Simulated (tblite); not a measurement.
# Run report: C5H10BrFGe, geometry relaxation (part 1 of 4)

System: C5H10BrFGe.
Method: GFN2-xTB geometry optimisation, gas phase (tblite 0.8.0).

It belongs to a series of runs on one base structure; here: constitutional isomer.

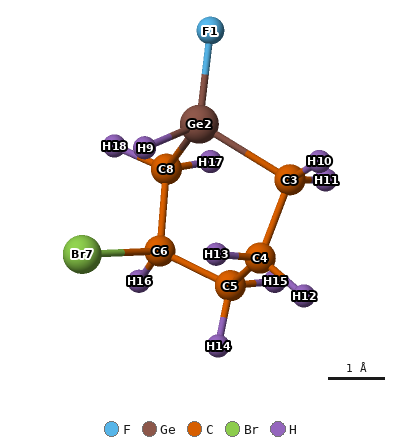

Figure 1. The input geometry (ball-and-stick view, seen at a tilt; atoms are numbered from 1 in the order of the input). Sticks mark near contacts.

### The input
```
{"job": {"kind": "relax", "xc": "GFN2-xTB", "basis": "xTB"}, "charge": 0, "multiplicity": 1}
F     -0.131500     3.239500     0.627200
Ge     0.017800     1.673200    -0.045900
C     -1.578000     0.559400     0.100200
C     -1.145500    -0.684200    -0.662800
C     -0.051100    -1.428800     0.071800
C      1.277500    -0.758800     0.067200
Br     1.905400    -0.263200    -1.706300
C      1.336100     0.538700     0.881800
H      0.387500     1.700500    -1.547200
H     -2.473900     1.036100    -0.334700
H     -1.735100     0.227300     1.147500
H     -2.030800    -1.344800    -0.867600
H     -0.787800    -0.304200    -1.630900
H      0.085000    -2.399300    -0.481000
H     -0.424300    -1.664300     1.071200
H      2.031100    -1.461600     0.492800
H      0.982900     0.353000     1.923300
H      2.325900     0.987800     0.881900
```

The first line tells a small driver script what to run in tblite; the rest is the geometry in Å.

Run on 1 CPU thread, shared host.

Run as:
```bash
OMP_NUM_THREADS=1 python <driver script> task.json out
```

### What the program printed
```
step      E/eV     max force
  0    -722.99621    2.118
  1    -723.18879    1.121
  2    -723.28371    0.900
  3    -723.37555    0.755
  4    -723.45442    0.746
  5    -723.51271    0.590
  6    -723.54574    0.397
  7    -723.56553    0.305
  8    -723.58126    0.315
  9    -723.59931    0.457
 10    -723.61724    0.466
 11    -723.63013    0.284
 12    -723.63823    0.249
 13    -723.64478    0.248
 14    -723.65222    0.276
 15    -723.66062    0.252
 16    -723.66868    0.209
 17    -723.67644    0.212
 18    -723.68513    0.266
 19    -723.69411    0.288
 20    -723.70156    0.196
 21    -723.70722    0.175
 22    -723.71166    0.186
 23    -723.71586    0.230
 24    -723.71970    0.175
 25    -723.72269    0.150
 26    -723.72517    0.133
 27    -723.72795    0.169
 28    -723.73143    0.172
 29    -723.73527    0.160
 30    -723.73930    0.215
 31    -723.74392    0.201
 32    -723.74936    0.260
 33    -723.75481    0.206
 34    -723.75935    0.167
 35    -723.76304    0.171
 36    -723.76647    0.166
 37    -723.76969    0.155
 38    -723.77217    0.102
 39    -723.77385    0.117
 40    -723.77520    0.099
 41    -723.77636    0.100
 42    -723.77729    0.068
 43    -723.77799    0.057
 44    -723.77850    0.050
 45    -723.77902    0.058
 46    -723.77950    0.040
 47    -723.77988    0.040
 48    -723.78023    0.038
 49    -723.78058    0.041
 50    -723.78086    0.035
 51    -723.78104    0.033
 52    -723.78119    0.036
 53    -723.78136    0.032
 54    -723.78155    0.030
 55    -723.78171    0.024
 56    -723.78180    0.019
 57    -723.78186    0.014
 58    -723.78190    0.012
 59    -723.78193    0.011
 60    -723.78195    0.011
 61    -723.78197    0.012
 62    -723.78199    0.013
 63    -723.78200    0.009
```

### Trajectory as extended XYZ (Å, eV, eV/Å), 45 of the 64 frames kept, from step=0 to step=63
```
18
Properties=species:S:1:pos:R:3:forces:R:3 step=0 energy=-722.99621
F    -0.1315    3.2395    0.6272    0.0040   0.7890   0.3080
Ge    0.0178    1.6732   -0.0459    0.0640  -0.2380  -0.7120
C    -1.5780    0.5594    0.1002   -0.5230  -0.1930   0.6390
C    -1.1455   -0.6842   -0.6628   -1.0600   0.2160  -0.8060
C    -0.0511   -1.4288    0.0718   -0.7020  -1.4870  -1.3350
C     1.2775   -0.7588    0.0672    1.3930   0.4580   1.3980
Br    1.9054   -0.2632   -1.7063    0.6150  -1.0880  -0.3330
C     1.3361    0.5387    0.8818   -0.6110  -0.0380   0.3820
H     0.3875    1.7005   -1.5472   -0.4410   1.0320   0.4950
H    -2.4739    1.0361   -0.3347    0.2610  -0.4290   0.3870
H    -1.7351    0.2273    1.1475   -0.3830   0.5840  -0.4350
H    -2.0308   -1.3448   -0.8676    0.7720   0.3840   0.2510
H    -0.7878   -0.3042   -1.6309   -0.0900  -0.6200  -0.0820
H     0.0850   -2.3993   -0.4810   -0.1130   0.4880   0.5390
H    -0.4243   -1.6643    1.0712    0.4100   0.0600   0.0980
H     2.0311   -1.4616    0.4928   -0.2240   0.2470  -0.4420
H     0.9829    0.3530    1.9233    0.4790   0.0880  -0.5580
H     2.3259    0.9878    0.8819    0.1500  -0.2510   0.2060
18
Properties=species:S:1:pos:R:3:forces:R:3 step=1 energy=-723.18879
F    -0.1314    3.2508    0.6316    0.0410   0.5140   0.1830
Ge    0.0187    1.6698   -0.0561   -0.1220  -0.0580  -0.3470
C    -1.5854    0.5566    0.1093   -0.1340  -0.1120   0.0580
C    -1.1607   -0.6812   -0.6743   -0.2640   0.1290  -0.1870
C    -0.0611   -1.4501    0.0527   -0.1340   0.0260  -0.3410
C     1.2974   -0.7523    0.0871   -0.0290   0.0480   0.5000
Br    1.9142   -0.2787   -1.7111    0.5560  -0.9580  -0.1730
C     1.3274    0.5382    0.8872   -0.0410   0.2120   0.0580
H     0.3812    1.7152   -1.5401   -0.3480   0.9610   0.3140
H    -2.4702    1.0300   -0.3292    0.0330  -0.2840   0.3080
H    -1.7406    0.2357    1.1413   -0.4120   0.3850  -0.0080
H    -2.0198   -1.3393   -0.8640    0.2090   0.0760   0.0760
H    -0.7891   -0.3130   -1.6321   -0.0970  -0.4470  -0.2830
H     0.0834   -2.3923   -0.4733   -0.0130  -0.2390   0.0470
H    -0.4185   -1.6635    1.0726    0.3720   0.0300  -0.1820
H     2.0279   -1.4581    0.4865    0.1820  -0.0660  -0.1140
H     0.9898    0.3542    1.9154    0.2770   0.0410  -0.1290
H     2.3280    0.9842    0.8848   -0.0760  -0.2580   0.2200
18
Properties=species:S:1:pos:R:3:forces:R:3 step=3 energy=-723.37555
F    -0.1283    3.2841    0.6431    0.0720  -0.0170  -0.0490
Ge    0.0101    1.6688   -0.0747   -0.1850   0.3320   0.4380
C    -1.5931    0.5498    0.1140    0.2050   0.0870  -0.2080
C    -1.1755   -0.6727   -0.6875    0.4500  -0.1500   0.2030
C    -0.0710   -1.4544    0.0289    0.3810   0.3910   0.3180
C     1.3021   -0.7487    0.1183   -0.4040  -0.2910  -0.5470
Br    1.9518   -0.3450   -1.7217    0.2440  -0.5340   0.0960
C     1.3208    0.5498    0.8891    0.1180   0.0350  -0.2590
H     0.3580    1.7831   -1.5213   -0.1000   0.7330  -0.1520
H    -2.4711    1.0118   -0.3096   -0.3620   0.0160   0.0010
H    -1.7690    0.2619    1.1414   -0.2490   0.1030   0.2460
H    -2.0084   -1.3364   -0.8590   -0.3540  -0.2430  -0.0450
H    -0.7963   -0.3437   -1.6519   -0.1030  -0.1510  -0.3140
H     0.0822   -2.4052   -0.4688    0.0080  -0.2220  -0.1450
H    -0.3938   -1.6613    1.0608    0.1000   0.0000  -0.1690
H     2.0381   -1.4614    0.4792    0.1370  -0.1040   0.2060
H     1.0080    0.3576    1.9083   -0.0210   0.0530   0.2740
H     2.3266    0.9682    0.8998    0.0620  -0.0370   0.1060
18
Properties=species:S:1:pos:R:3:forces:R:3 step=4 energy=-723.45442
F    -0.1248    3.3029    0.6485    0.0600  -0.1690  -0.0870
Ge    0.0013    1.6762   -0.0748   -0.0750   0.4110   0.5320
C    -1.5934    0.5481    0.1132    0.0770   0.1350  -0.1270
C    -1.1747   -0.6716   -0.6915    0.3760  -0.2940   0.1500
C    -0.0684   -1.4518    0.0207    0.4130   0.1060   0.2950
C     1.2990   -0.7530    0.1242   -0.0980  -0.2640  -0.6910
Br    1.9789   -0.3956   -1.7256    0.0750  -0.2820   0.1500
C     1.3183    0.5562    0.8845    0.1210  -0.1830  -0.1900
H     0.3423    1.8396   -1.5143   -0.0190   0.5880  -0.2160
H    -2.4802    1.0018   -0.2986   -0.3540   0.0740  -0.1280
H    -1.7909    0.2797    1.1464   -0.0760   0.0030   0.1180
H    -2.0093   -1.3400   -0.8568   -0.2940  -0.1900   0.0010
H    -0.8029   -0.3650   -1.6702   -0.1100  -0.0360  -0.1500
H     0.0814   -2.4156   -0.4684   -0.0010   0.0010  -0.1120
H    -0.3775   -1.6601    1.0509   -0.0510  -0.0150  -0.0080
H     2.0458   -1.4649    0.4795   -0.0440  -0.0070   0.2860
H     1.0182    0.3610    1.9101   -0.1050   0.0710   0.1850
H     2.3281    0.9585    0.9106    0.1040   0.0530  -0.0070
18
Properties=species:S:1:pos:R:3:forces:R:3 step=6 energy=-723.54574
F    -0.1176    3.3235    0.6542    0.0170  -0.0940   0.0360
Ge   -0.0109    1.7040   -0.0567    0.1270   0.1120   0.0810
C    -1.5968    0.5503    0.1091   -0.1360   0.0220  -0.0610
C    -1.1649   -0.6831   -0.6944   -0.0690  -0.0990   0.0480
C    -0.0515   -1.4533    0.0159    0.0140  -0.2030   0.0290
C     1.3026   -0.7664    0.1071    0.3310  -0.0050  -0.2190
Br    2.0203   -0.4797   -1.7255   -0.0710   0.0340   0.0590
C     1.3200    0.5530    0.8730    0.1100  -0.2250  -0.0490
H     0.3180    1.9487   -1.5097   -0.0060   0.3370   0.0550
H    -2.5057    0.9892   -0.2898   -0.0780   0.0180  -0.2200
H    -1.8226    0.3051    1.1531    0.1610  -0.0960  -0.1560
H    -2.0176   -1.3503   -0.8508    0.0280  -0.0280   0.1280
H    -0.8180   -0.3975   -1.6981   -0.0860   0.0430   0.1880
H     0.0803   -2.4262   -0.4713    0.0340   0.1090  -0.0650
H    -0.3578   -1.6592    1.0409   -0.1150  -0.0280   0.1870
H     2.0507   -1.4680    0.4935   -0.1700   0.0330   0.2840
H     1.0281    0.3692    1.9144   -0.1290   0.0000  -0.1590
H     2.3346    0.9470    0.9235    0.0400   0.0700  -0.1660
18
Properties=species:S:1:pos:R:3:forces:R:3 step=7 energy=-723.56553
F    -0.1153    3.3255    0.6562    0.0060   0.0020   0.1120
Ge   -0.0109    1.7144   -0.0490    0.1220  -0.0940  -0.1130
C    -1.6006    0.5517    0.1057   -0.0980  -0.0090  -0.0670
C    -1.1628   -0.6889   -0.6929   -0.1620   0.0220   0.0430
C    -0.0459   -1.4571    0.0169   -0.0960  -0.1220  -0.0200
C     1.3103   -0.7705    0.0954    0.1990   0.0090   0.0770
Br    2.0285   -0.4993   -1.7235   -0.0630   0.0850  -0.0170
C     1.3240    0.5464    0.8683    0.0660  -0.0750  -0.0500
H     0.3121    1.9842   -1.5078   -0.0090   0.2680   0.1460
H    -2.5147    0.9869   -0.2935    0.0270  -0.0210  -0.2030
H    -1.8263    0.3085    1.1514    0.1680  -0.0950  -0.1830
H    -2.0200   -1.3541   -0.8463    0.0910  -0.0130   0.1510
H    -0.8239   -0.4040   -1.7006   -0.0590   0.0390   0.2220
H     0.0810   -2.4267   -0.4743    0.0420   0.0480  -0.0520
H    -0.3561   -1.6597    1.0429   -0.0520  -0.0250   0.1380
H     2.0480   -1.4683    0.5048   -0.1060  -0.0130   0.2320
H     1.0269    0.3713    1.9122   -0.0960  -0.0540  -0.2390
H     2.3371    0.9461    0.9224    0.0220   0.0480  -0.1750
18
Properties=species:S:1:pos:R:3:forces:R:3 step=9 energy=-723.59931
F    -0.1113    3.3275    0.6668    0.0030   0.0310   0.1820
Ge   -0.0047    1.7231   -0.0439   -0.0120  -0.2230  -0.2610
C    -1.6091    0.5541    0.0946    0.0770   0.0000  -0.0660
C    -1.1661   -0.6962   -0.6857   -0.0600   0.0910   0.0550
C    -0.0416   -1.4651    0.0207   -0.1120   0.1070   0.0060
C     1.3266   -0.7789    0.0829   -0.2270  -0.0560   0.3930
Br    2.0362   -0.5219   -1.7218   -0.0230   0.0860  -0.0810
C     1.3342    0.5347    0.8558   -0.0360   0.1970  -0.0990
H     0.3036    2.0542   -1.4966    0.0150   0.1650   0.1560
H    -2.5265    0.9826   -0.3129    0.1440  -0.0570  -0.1200
H    -1.8214    0.3069    1.1389    0.0640  -0.0380  -0.0840
H    -2.0207   -1.3627   -0.8300    0.0350  -0.0600   0.1390
H    -0.8362   -0.4105   -1.6913    0.0070   0.0160   0.0790
H     0.0848   -2.4261   -0.4829    0.0110  -0.0310   0.0050
H    -0.3562   -1.6623    1.0525    0.0750  -0.0330  -0.0540
H     2.0389   -1.4711    0.5373    0.0440  -0.0960   0.0790
H     1.0184    0.3700    1.8948   -0.0130  -0.1020  -0.2000
H     2.3425    0.9481    0.9092    0.0070   0.0020  -0.1290
18
Properties=species:S:1:pos:R:3:forces:R:3 step=10 energy=-723.61724
F    -0.1088    3.3292    0.6780    0.0060  -0.0610   0.1710
Ge   -0.0010    1.7226   -0.0476   -0.0940  -0.1100  -0.2160
C    -1.6126    0.5556    0.0864    0.1510   0.0150  -0.0390
C    -1.1700   -0.6985   -0.6800    0.0490   0.0360   0.0300
C    -0.0420   -1.4682    0.0228   -0.0510   0.1530   0.0430
C     1.3316   -0.7853    0.0856   -0.3260  -0.0630   0.3270
Br    2.0399   -0.5328   -1.7228   -0.0230   0.0510  -0.0280
C     1.3393    0.5323    0.8457   -0.0810   0.2350  -0.1060
H     0.2991    2.1008   -1.4857    0.0410   0.1130   0.0880
H    -2.5299    0.9786   -0.3282    0.1650  -0.0480  -0.0710
H    -1.8163    0.3048    1.1288   -0.0100   0.0130   0.0060
H    -2.0199   -1.3695   -0.8163   -0.0240  -0.0780   0.1140
H    -0.8435   -0.4138   -1.6832    0.0390  -0.0030  -0.0470
H     0.0873   -2.4259   -0.4878   -0.0230  -0.0200   0.0510
H    -0.3546   -1.6648    1.0573    0.0910  -0.0510  -0.1170
H     2.0340   -1.4751    0.5592    0.0720  -0.0970  -0.0130
H     1.0127    0.3666    1.8787    0.0210  -0.0700  -0.0990
H     2.3461    0.9496    0.8975   -0.0040  -0.0160  -0.0950
18
Properties=species:S:1:pos:R:3:forces:R:3 step=11 energy=-723.63013
F    -0.1066    3.3297    0.6901    0.0060  -0.1620   0.1450
Ge   -0.0001    1.7213   -0.0544   -0.1210   0.0400  -0.1190
C    -1.6131    0.5570    0.0797    0.1580   0.0120  -0.0060
C    -1.1726   -0.7000   -0.6758    0.1030  -0.0310  -0.0120
C    -0.0434   -1.4691    0.0244    0.0110   0.1090   0.0580
C     1.3310   -0.7911    0.0936   -0.2480  -0.0230   0.1370
Br    2.0433   -0.5425   -1.7239   -0.0430   0.0170   0.0530
C     1.3415    0.5343    0.8361   -0.0970   0.1650  -0.0820
H     0.2957    2.1418   -1.4754    0.0620   0.0760   0.0060
H    -2.5296    0.9742   -0.3411    0.1570  -0.0250  -0.0420
H    -1.8133    0.3042    1.1209   -0.0500   0.0560   0.0610
H    -2.0194   -1.3760   -0.8032   -0.0470  -0.0620   0.0900
H    -0.8488   -0.4173   -1.6783    0.0510  -0.0270  -0.1200
H     0.0886   -2.4257   -0.4902   -0.0450   0.0080   0.0800
H    -0.3513   -1.6678    1.0591    0.0500  -0.0710  -0.0970
H     2.0313   -1.4798    0.5760    0.0420  -0.0570  -0.0720
H     1.0091    0.3630    1.8641    0.0320  -0.0040  -0.0020
H     2.3489    0.9502    0.8868   -0.0210  -0.0200  -0.0780
18
Properties=species:S:1:pos:R:3:forces:R:3 step=13 energy=-723.64478
F    -0.1039    3.3221    0.7117   -0.0110  -0.2130   0.1270
Ge   -0.0050    1.7242   -0.0672   -0.0230   0.1440   0.0310
C    -1.6070    0.5581    0.0732    0.0480  -0.0340   0.0180
C    -1.1717   -0.7037   -0.6737    0.0440  -0.0580  -0.0470
C    -0.0445   -1.4678    0.0269    0.0280  -0.0540   0.0190
C     1.3229   -0.7968    0.1073    0.0690   0.0670  -0.1440
Br    2.0463   -0.5566   -1.7216   -0.0700  -0.0050   0.1100
C     1.3383    0.5428    0.8224   -0.0600  -0.0310   0.0070
H     0.2941    2.1947   -1.4641    0.0720   0.0420  -0.0880
H    -2.5214    0.9675   -0.3563    0.1030   0.0160  -0.0350
H    -1.8142    0.3088    1.1152   -0.0270   0.0870   0.0360
H    -2.0198   -1.3852   -0.7839    0.0030   0.0140   0.0460
H    -0.8525   -0.4253   -1.6805    0.0260  -0.0780  -0.0830
H     0.0875   -2.4250   -0.4880   -0.0320   0.0090   0.0640
H    -0.3452   -1.6750    1.0573   -0.0610  -0.0730   0.0420
H     2.0292   -1.4864    0.5895   -0.0630   0.0550  -0.0960
H     1.0078    0.3609    1.8487    0.0170   0.1150   0.0680
H     2.3504    0.9489    0.8717   -0.0630  -0.0040  -0.0760
18
Properties=species:S:1:pos:R:3:forces:R:3 step=14 energy=-723.65222
F    -0.1029    3.3114    0.7267   -0.0270  -0.1630   0.1450
Ge   -0.0088    1.7295   -0.0734    0.0630   0.0930   0.0600
C    -1.6015    0.5576    0.0704   -0.0220  -0.0450   0.0080
C    -1.1694   -0.7070   -0.6741   -0.0180  -0.0360  -0.0320
C    -0.0444   -1.4677    0.0290    0.0050  -0.1210  -0.0090
C     1.3189   -0.7977    0.1111    0.1750   0.0860  -0.1950
Br    2.0453   -0.5630   -1.7171   -0.0640  -0.0020   0.0730
C     1.3343    0.5474    0.8156   -0.0240  -0.0980   0.0510
H     0.2959    2.2210   -1.4612    0.0640   0.0260  -0.0960
H    -2.5133    0.9646   -0.3649    0.0590   0.0320  -0.0370
H    -1.8156    0.3138    1.1138    0.0030   0.0890  -0.0090
H    -2.0202   -1.3895   -0.7729    0.0410   0.0530   0.0130
H    -0.8530   -0.4314   -1.6845    0.0030  -0.1090  -0.0190
H     0.0858   -2.4245   -0.4847   -0.0050  -0.0290   0.0310
H    -0.3438   -1.6810    1.0569   -0.0970  -0.0480   0.0980
H     2.0268   -1.4885    0.5925   -0.0890   0.1020  -0.0830
H     1.0079    0.3631    1.8432    0.0080   0.1590   0.0700
H     2.3491    0.9481    0.8617   -0.0750   0.0130  -0.0690
18
Properties=species:S:1:pos:R:3:forces:R:3 step=16 energy=-723.66868
F    -0.1029    3.2760    0.7717   -0.0550   0.0130   0.2010
Ge   -0.0118    1.7433   -0.0854    0.1730  -0.1130   0.0090
C    -1.5894    0.5551    0.0626   -0.0750   0.0180  -0.0480
C    -1.1644   -0.7164   -0.6738   -0.0770   0.0080   0.0420
C    -0.0440   -1.4723    0.0362   -0.0390  -0.1300  -0.0300
C     1.3155   -0.7965    0.1093    0.0700   0.0120  -0.0620
Br    2.0366   -0.5715   -1.7041   -0.0080   0.0150  -0.1170
C     1.3253    0.5532    0.8020    0.0420  -0.0870   0.0680
H     0.3058    2.2785   -1.4599    0.0300  -0.0170  -0.0250
H    -2.4909    0.9612   -0.3892   -0.0550   0.0480  -0.0280
H    -1.8156    0.3283    1.1092    0.0400   0.0780  -0.0800
H    -2.0195   -1.3971   -0.7470    0.0390   0.0630  -0.0670
H    -0.8540   -0.4502   -1.6919   -0.0340  -0.1560   0.0890
H     0.0826   -2.4266   -0.4765    0.0530  -0.1300  -0.0320
H    -0.3473   -1.6972    1.0618   -0.0670   0.0420   0.0720
H     2.0167   -1.4875    0.5962   -0.0090   0.1060  -0.0310
H     1.0070    0.3772    1.8341    0.0070   0.1770   0.0540
H     2.3416    0.9488    0.8329   -0.0350   0.0520  -0.0160
18
Properties=species:S:1:pos:R:3:forces:R:3 step=17 energy=-723.67644
F    -0.1045    3.2577    0.7987   -0.0570   0.0520   0.1970
Ge   -0.0085    1.7472   -0.0905    0.1430  -0.1510  -0.0260
C    -1.5851    0.5546    0.0573   -0.0400   0.0680  -0.0800
C    -1.1634   -0.7210   -0.6722   -0.0500   0.0040   0.0670
C    -0.0444   -1.4775    0.0398   -0.0410  -0.0730  -0.0180
C     1.3152   -0.7955    0.1056   -0.0770  -0.0510   0.0600
Br    2.0308   -0.5731   -1.7004    0.0190   0.0200  -0.2010
C     1.3222    0.5534    0.7972    0.0550  -0.0250   0.0390
H     0.3123    2.3036   -1.4606    0.0160  -0.0370   0.0310
H    -2.4812    0.9614   -0.4024   -0.0960   0.0480  -0.0200
H    -1.8138    0.3367    1.1050    0.0340   0.0730  -0.0820
H    -2.0185   -1.3991   -0.7364   -0.0190   0.0250  -0.0900
H    -0.8550   -0.4626   -1.6926   -0.0340  -0.1510   0.0920
H     0.0825   -2.4309   -0.4735    0.0600  -0.1440  -0.0340
H    -0.3516   -1.7041    1.0664   -0.0140   0.0770   0.0060
H     2.0114   -1.4841    0.5972    0.0730   0.0590  -0.0050
H     1.0062    0.3888    1.8316    0.0170   0.1460   0.0450
H     2.3368    0.9509    0.8179    0.0120   0.0580   0.0210
18
Properties=species:S:1:pos:R:3:forces:R:3 step=19 energy=-723.69411
F    -0.1116    3.2188    0.8707   -0.0390  -0.0310   0.0680
Ge    0.0058    1.7494   -0.1027   -0.0430  -0.0020  -0.0120
C    -1.5773    0.5580    0.0404    0.0450   0.1030  -0.1150
C    -1.1637   -0.7323   -0.6652    0.0000  -0.0440   0.0350
C    -0.0476   -1.4936    0.0465   -0.0100   0.0610   0.0270
C     1.3093   -0.7969    0.1017   -0.2000  -0.1080   0.1770
Br    2.0195   -0.5767   -1.7051    0.0000   0.0160  -0.1900
C     1.3185    0.5529    0.7887    0.0550   0.0930  -0.0300
H     0.3275    2.3576   -1.4595    0.0030  -0.0640   0.1340
H    -2.4662    0.9648   -0.4323   -0.1120   0.0340  -0.0070
H    -1.8085    0.3613    1.0908    0.0140   0.0670  -0.0640
H    -2.0194   -1.4029   -0.7187   -0.1660  -0.0670  -0.0760
H    -0.8591   -0.5003   -1.6902   -0.0020  -0.0790   0.0140
H     0.0854   -2.4486   -0.4677    0.0240  -0.0550   0.0240
H    -0.3612   -1.7145    1.0761    0.0800   0.0820  -0.0930
H     2.0054   -1.4737    0.5986    0.1980  -0.0670   0.0280
H     1.0064    0.4240    1.8293    0.0440   0.0390   0.0030
H     2.3279    0.9589    0.7870    0.1080   0.0210   0.0780
```
